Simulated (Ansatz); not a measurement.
The figure comes from a scan of AlN (zinc blende): a phonon pattern at X = (0.5, 0.5, 0.0) is frozen into a 4-atom cell, Q being the largest atomic displacement. All values below come from r2SCAN (plane waves to 500 eV, PAW, scalar-relativistic; Ansatz, a quantum-chemistry and plane-wave program). k mesh 13×13×13 (Γ-centred), Fermi-Dirac smearing 0.05 eV. As the smearing reaches across the gap at some points, energies and forces of such displacements shift with the k mesh and the smearing. AlN was relaxed with its symmetry unable to fall. 

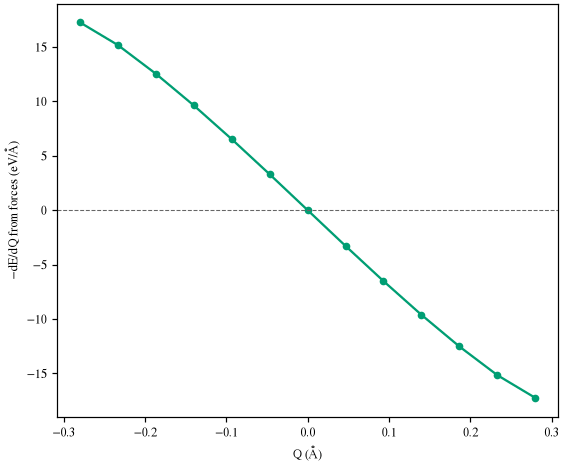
Figure: −dE/dQ from forces (eV/Å) against Q (Å); one marker a computed point.

Question: Turn the plot into a table (rounded to what can be read).

Answer: To the nearest 0.5:

| Q (Å) | −dE/dQ from forces (eV/Å) |
|---|---|
| -0.280 | 17.0 |
| -0.233 | 15.0 |
| -0.187 | 12.5 |
| -0.140 | 9.5 |
| -0.093 | 6.5 |
| -0.047 | 3.5 |
| 0.000 | 0.0 |
| 0.047 | -3.5 |
| 0.093 | -6.5 |
| 0.140 | -9.5 |
| 0.187 | -12.5 |
| 0.233 | -15.0 |
| 0.280 | -17.0 |

(A displaced cell: forces are minus the slopes of the energy, force constants its curvatures, and phonons follow from these.)
